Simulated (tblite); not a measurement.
Geometry relaxation, with input and output: C5H12F2SSi (part 2 of 2)

Continued. System: C5H12F2SSi. Method: GFN2-xTB geometry optimisation, gas phase (tblite 0.8.0). It belongs to a series of runs on one base structure; here: H on Si replaced by CH2F.

Geometry of the input (Å):
```
C  -1.0495  -0.9406  1.3536
C  -0.5686  -0.2783  0.0689
C  -1.3708  -0.9271  -1.0458
C  -0.8559  1.1831  0.2183
S  -0.3503  2.1810  -1.1817
Si 1.1890  -0.7598  -0.1336
F  1.6416  -1.7233  1.1725
C  2.4167  0.6247  -0.2499
F  2.9007  0.9283  1.0181
H  -1.3281  -1.9881  1.1124
H  -1.9603  -0.4475  1.7600
H  -0.2367  -0.9732  2.0918
H  -1.9469  -0.1599  -1.6262
H  -2.0970  -1.6452  -0.6178
H  -0.6868  -1.5117  -1.6827
H  -0.4632  1.6296  1.1571
H  -1.9765  1.2956  0.2852
H  0.0782  3.4580  -0.8015
H  1.2599  -1.6367  -1.3264
H  2.0837  1.5066  -0.7978
H  3.3118  0.2014  -0.7750
```

### Trajectory as extended XYZ, continued
```
21
Properties=species:S:1:pos:R:3:forces:R:3 step=93 energy=-852.16331
C    -0.8649   -0.9770    1.4651    0.0150   0.0580  -0.0060
C    -0.6242   -0.3414    0.0877    0.1480   0.0260   0.0650
C    -1.5994   -0.9534   -0.9256    0.0880   0.0800   0.1070
C    -0.8865    1.1645    0.1649    0.0100  -0.1050  -0.0530
S    -0.4341    1.9254   -1.4480   -0.0120   0.0430   0.0200
Si    1.1670   -0.6407   -0.5344    0.0600  -0.0590  -0.0340
F     1.6077   -2.0680    0.1060    0.0230   0.0760  -0.0600
C     2.4956    0.6227    0.0483   -0.1860  -0.0530   0.0160
F     2.1109    1.2638    1.2107    0.0060   0.0630   0.0610
H    -0.6701   -2.0468    1.4297   -0.0360   0.0280  -0.0540
H    -1.8995   -0.8245    1.7698   -0.0140  -0.0060   0.0050
H    -0.2202   -0.5502    2.2320    0.0200   0.0740  -0.0910
H    -1.4477   -0.5050   -1.9053   -0.0690  -0.0300  -0.0180
H    -2.6240   -0.7597   -0.6099   -0.0140  -0.0970  -0.0410
H    -1.4421   -2.0265   -1.0097   -0.0520   0.0380   0.0170
H    -0.2758    1.6459    0.9292   -0.1450  -0.0940  -0.0460
H    -1.9477    1.3553    0.3420    0.0730   0.1040   0.0370
H     0.1364    3.0308   -0.9713   -0.0120  -0.0450   0.0450
H     1.2940   -0.8288   -1.9721    0.0130  -0.0190   0.0290
H     2.6813    1.4093   -0.6861    0.0020  -0.0380   0.0150
H     3.4344    0.1212    0.2765    0.0820  -0.0440  -0.0130
21
Properties=species:S:1:pos:R:3:forces:R:3 step=116 energy=-852.20348
C    -0.7567   -0.8688    1.4635    0.0190  -0.0010   0.0110
C    -0.6244   -0.3177    0.0386   -0.0070   0.0130   0.0250
C    -1.6270   -1.0357   -0.8678   -0.0200   0.0160   0.0170
C    -0.9531    1.1742    0.0722   -0.0130   0.0010   0.0050
S    -0.4798    1.9953   -1.5004    0.0090   0.0080   0.0060
Si    1.1421   -0.5760   -0.6571    0.0020   0.0220   0.0140
F     1.5715   -2.0895   -0.2618   -0.0080   0.0090   0.0070
C     2.4480    0.5545    0.1826   -0.0020  -0.0020   0.0010
F     1.9723    1.1296    1.3474    0.0010   0.0080   0.0020
H    -0.5810   -1.9418    1.4690    0.0020   0.0050   0.0050
H    -1.7592   -0.6811    1.8483    0.0080  -0.0160  -0.0170
H    -0.0428   -0.3978    2.1356    0.0120   0.0020  -0.0030
H    -1.6231   -0.5979   -1.8631   -0.0030   0.0030  -0.0330
H    -2.6334   -0.9513   -0.4590   -0.0070   0.0030  -0.0040
H    -1.3814   -2.0910   -0.9538    0.0140   0.0000  -0.0080
H    -0.4108    1.6752    0.8696   -0.0240  -0.0070   0.0010
H    -2.0233    1.3382    0.2071   -0.0060  -0.0070   0.0070
H     0.3729    2.8709   -0.9766    0.0040  -0.0190  -0.0050
H     1.2868   -0.5422   -2.1010    0.0180  -0.0200  -0.0170
H     2.7569    1.3839   -0.4560    0.0060  -0.0030  -0.0170
H     3.3365   -0.0141    0.4621   -0.0040  -0.0140   0.0040
21
Properties=species:S:1:pos:R:3:forces:R:3 step=139 energy=-852.21133
C    -0.7152   -0.8634    1.4557    0.0030  -0.0010   0.0120
C    -0.6381   -0.2982    0.0321   -0.0100  -0.0340  -0.0130
C    -1.6399   -1.0313   -0.8641   -0.0190  -0.0220  -0.0080
C    -1.0101    1.1830    0.0722    0.0080  -0.0070  -0.0110
S    -0.5201    2.0483   -1.4691    0.0300   0.0140   0.0260
Si    1.1262   -0.5430   -0.6696    0.0210   0.0380  -0.0400
F     1.5330   -2.0643   -0.2791    0.0170   0.0080  -0.0260
C     2.4511    0.5490    0.1926    0.0160   0.0040   0.0030
F     1.9565    1.2297    1.2910   -0.0200  -0.0040  -0.0360
H    -0.4787   -1.9243    1.4538   -0.0090  -0.0150  -0.0110
H    -1.7160   -0.7381    1.8650   -0.0330   0.0250  -0.0050
H    -0.0103   -0.3569    2.1112   -0.0100   0.0100   0.0240
H    -1.6531   -0.5946   -1.8617    0.0030   0.0010   0.0270
H    -2.6439   -0.9585   -0.4446    0.0280  -0.0160  -0.0140
H    -1.3815   -2.0838   -0.9556    0.0050   0.0180   0.0110
H    -0.5220    1.6913    0.8988    0.0000   0.0280   0.0050
H    -2.0898    1.3082    0.1596   -0.0090   0.0130   0.0300
H     0.5153    2.7115   -0.9617   -0.0160  -0.0270   0.0000
H     1.2910   -0.4926   -2.1126   -0.0090  -0.0230   0.0130
H     2.8618    1.3111   -0.4729   -0.0010  -0.0050  -0.0030
H     3.2750   -0.0660    0.5584    0.0060  -0.0050   0.0170
21
Properties=species:S:1:pos:R:3:forces:R:3 step=162 energy=-852.22333
C    -0.7249   -0.8731    1.4645    0.0180  -0.0020  -0.0100
C    -0.6465   -0.2992    0.0435    0.0040   0.0010  -0.0050
C    -1.6328   -1.0367   -0.8668   -0.0050  -0.0130   0.0230
C    -1.0326    1.1800    0.1022    0.0080   0.0040  -0.0200
S    -0.5027    2.0818   -1.4014   -0.0060  -0.0090   0.0190
Si    1.1116   -0.5097   -0.6963    0.0070   0.0060   0.0240
F     1.5758   -2.0251   -0.3429   -0.0280  -0.0180  -0.0080
C     2.4534    0.5590    0.1680    0.0300   0.0070  -0.0020
F     1.9203    1.4678    1.0648    0.0090   0.0070  -0.0050
H    -0.4602   -1.9274    1.4685   -0.0090  -0.0190  -0.0390
H    -1.7344   -0.7731    1.8640    0.0220   0.0200  -0.0370
H    -0.0410   -0.3486    2.1286   -0.0040   0.0110   0.0190
H    -1.6455   -0.5872   -1.8591   -0.0040  -0.0300   0.0460
H    -2.6395   -0.9870   -0.4535   -0.0060  -0.0030  -0.0030
H    -1.3531   -2.0838   -0.9621   -0.0120   0.0270  -0.0230
H    -0.5700    1.6779    0.9507   -0.0080   0.0130  -0.0050
H    -2.1143    1.3061    0.1647    0.0040  -0.0330   0.0020
H     0.6210    2.5670   -0.8883    0.0050   0.0360  -0.0060
H     1.2297   -0.4492   -2.1432   -0.0080  -0.0070   0.0090
H     3.0357    1.1476   -0.5444    0.0040  -0.0150   0.0120
H     3.1410   -0.0700    0.7379   -0.0190   0.0180   0.0070
21
Properties=species:S:1:pos:R:3:forces:R:3 step=186 energy=-852.23404
C    -0.6894   -0.8810    1.4526   -0.0130   0.0130  -0.0020
C    -0.6400   -0.2987    0.0347    0.0000   0.0040  -0.0110
C    -1.6433   -1.0465   -0.8485    0.0100  -0.0060  -0.0110
C    -1.0440    1.1767    0.0938    0.0100   0.0060  -0.0060
S    -0.4976    2.0915   -1.3979   -0.0210  -0.0090   0.0060
Si    1.1126   -0.4895   -0.7219    0.0010  -0.0050   0.0060
F     1.5686   -2.0168   -0.3987   -0.0140   0.0230  -0.0120
C     2.4570    0.5365    0.1926    0.0060   0.0060   0.0100
F     1.9474    1.6459    0.8449    0.0140  -0.0150  -0.0170
H    -0.4302   -1.9369    1.4370    0.0090   0.0070  -0.0040
H    -1.6931   -0.7822    1.8640   -0.0120   0.0070   0.0080
H     0.0008   -0.3628    2.1155    0.0140  -0.0050  -0.0050
H    -1.7305   -0.5621   -1.8191   -0.0010   0.0010   0.0060
H    -2.6243   -1.0555   -0.3746   -0.0140   0.0130  -0.0300
H    -1.3340   -2.0765   -1.0085    0.0240   0.0010   0.0240
H    -0.6037    1.6807    0.9503    0.0090  -0.0050   0.0020
H    -2.1287    1.2873    0.1365    0.0140  -0.0210   0.0130
H     0.5671    2.6634   -0.8481   -0.0160  -0.0090  -0.0080
H     1.2252   -0.4082   -2.1683   -0.0050   0.0080   0.0280
H     3.2162    0.9146   -0.4951    0.0000  -0.0060   0.0140
H     2.9549   -0.0628    0.9585   -0.0140  -0.0080  -0.0100
21
Properties=species:S:1:pos:R:3:forces:R:3 step=209 energy=-852.24937
C    -0.6467   -0.8656    1.4431   -0.0060  -0.0280   0.0370
C    -0.6254   -0.2770    0.0256   -0.0280   0.0030   0.0610
C    -1.6118   -1.0419   -0.8616   -0.0160   0.0070   0.0040
C    -1.0697    1.1826    0.1312   -0.0230   0.0060   0.0390
S    -0.7729    2.1382   -1.3981    0.0090   0.0090  -0.0330
Si    1.1212   -0.4428   -0.7437    0.0070  -0.0520  -0.0090
F     1.5348   -2.0037   -0.5669    0.0070   0.0370  -0.0090
C     2.4801    0.4581    0.2689    0.0590   0.0280  -0.0090
F     2.0899    1.7331    0.6435    0.0290  -0.0710  -0.0130
H    -0.3339   -1.9078    1.4314   -0.0200   0.0200  -0.0140
H    -1.6532   -0.8140    1.8611    0.0400  -0.0070  -0.0390
H     0.0195   -0.3118    2.1038   -0.0130  -0.0300  -0.0120
H    -1.6856   -0.5734   -1.8406    0.0090   0.0100  -0.0080
H    -2.6046   -1.0491   -0.4141   -0.0040   0.0040   0.0280
H    -1.2894   -2.0710   -0.9969    0.0030  -0.0060   0.0080
H    -0.5501    1.6971    0.9375    0.0040   0.0150  -0.0360
H    -2.1444    1.2439    0.3136    0.0140  -0.0140  -0.0070
H     0.4088    2.6311   -1.0456    0.0100  -0.0060   0.0090
H     1.1977   -0.2105   -2.1755    0.0390   0.0160   0.0130
H     3.4016    0.5803   -0.3098   -0.0770  -0.0140   0.0610
H     2.7253   -0.0788    1.1926   -0.0420   0.0740  -0.0730
21
Properties=species:S:1:pos:R:3:forces:R:3 step=232 energy=-852.25779
C    -0.6436   -0.9193    1.4325   -0.0010  -0.0040   0.0000
C    -0.6218   -0.2864    0.0342    0.0020  -0.0020   0.0010
C    -1.6225   -1.0227   -0.8613    0.0010   0.0010   0.0000
C    -1.0553    1.1744    0.1711   -0.0010   0.0010   0.0040
S    -0.8210    2.1375   -1.3677   -0.0070  -0.0050   0.0000
Si    1.1239   -0.4332   -0.7465    0.0040  -0.0030  -0.0040
F     1.5639   -1.9864   -0.5865    0.0010   0.0020   0.0070
C     2.4671    0.4860    0.2679    0.0010  -0.0020   0.0000
F     2.2119    1.8425    0.3510   -0.0040   0.0020   0.0020
H    -0.3347   -1.9607    1.3819    0.0000  -0.0020  -0.0020
H    -1.6509   -0.8823    1.8459    0.0040   0.0060  -0.0020
H     0.0211   -0.3934    2.1154   -0.0010  -0.0060  -0.0030
H    -1.6937   -0.5385   -1.8327   -0.0040   0.0030   0.0010
H    -2.6118   -1.0222   -0.4052    0.0000   0.0020   0.0000
H    -1.3152   -2.0545   -1.0126    0.0020   0.0010   0.0010
H    -0.4987    1.6867    0.9532    0.0010   0.0010  -0.0030
H    -2.1207    1.2354    0.3994    0.0040   0.0050  -0.0030
H     0.3837    2.6108   -1.0716    0.0010  -0.0030   0.0000
H     1.2212   -0.1684   -2.1707   -0.0030   0.0010  -0.0030
H     3.4509    0.3875   -0.1954    0.0000   0.0010   0.0030
H     2.5373    0.1241    1.2971    0.0000   0.0000  -0.0010
```

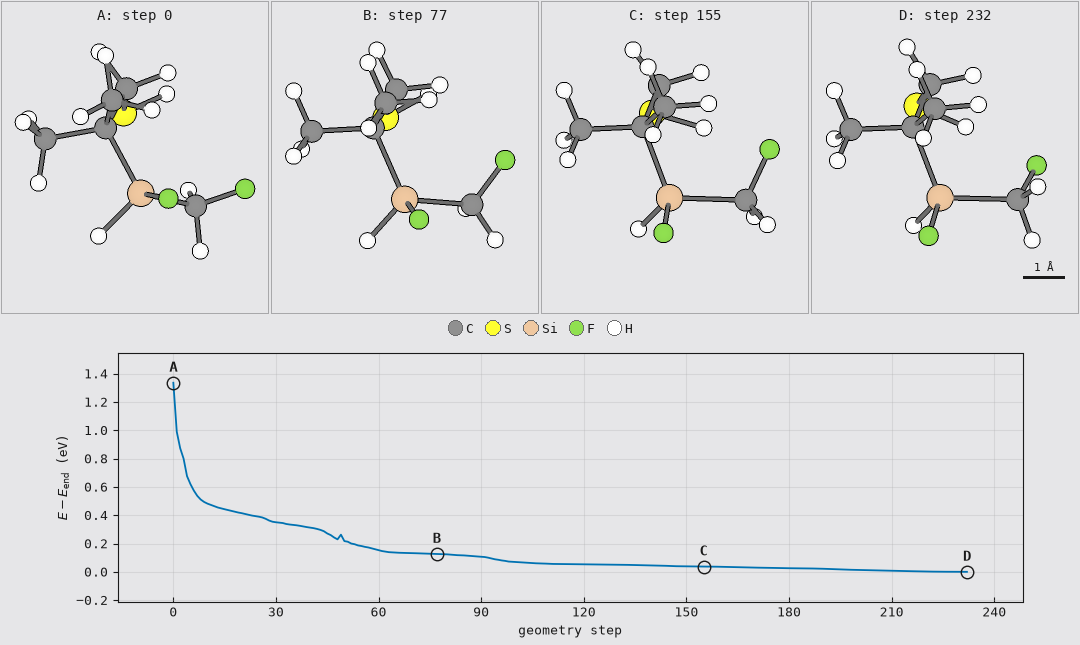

Fig. 1: Frames of the relaxation (ball-and-stick view, seen at a tilt) above the curves, on which the letters mark them (steps are counted from 0).

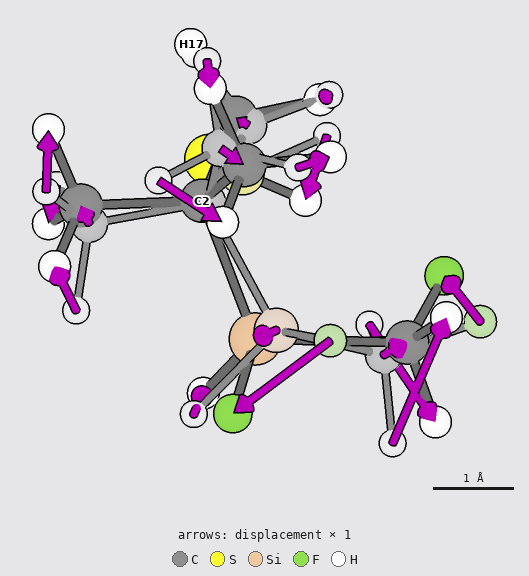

Fig. 2: Start (faint) and end (solid) with the displacements as pink arrows, at true length (ball-and-stick view, seen at a tilt). The two geometries are laid on each other by the best rigid fit. H21 moves most after the best rigid fit: 2.27 Å. Largest moves by element: H 2.27 Å, F 1.75 Å, Si 0.66 Å, C 0.60 Å, S 0.45 Å. Distances before and after: C2–Si6 1.834 → 1.918 Å, S5–H18 1.400 → 1.328 Å, Si6–C8 1.854 → 1.918 Å, Si6–F7 1.685 → 1.622 Å. Among the angles that change: C4–S5–H18 112.5° → 96.7°, C2–Si6–H19 106.9° → 116.5°, Si6–C8–H21 106.0° → 112.6°. Over 232 geometry steps the energy falls by 1.336 eV. The largest force component goes from 2.1 to 0.007 eV/Å. (Atoms are counted from 1 in the order of the input.)
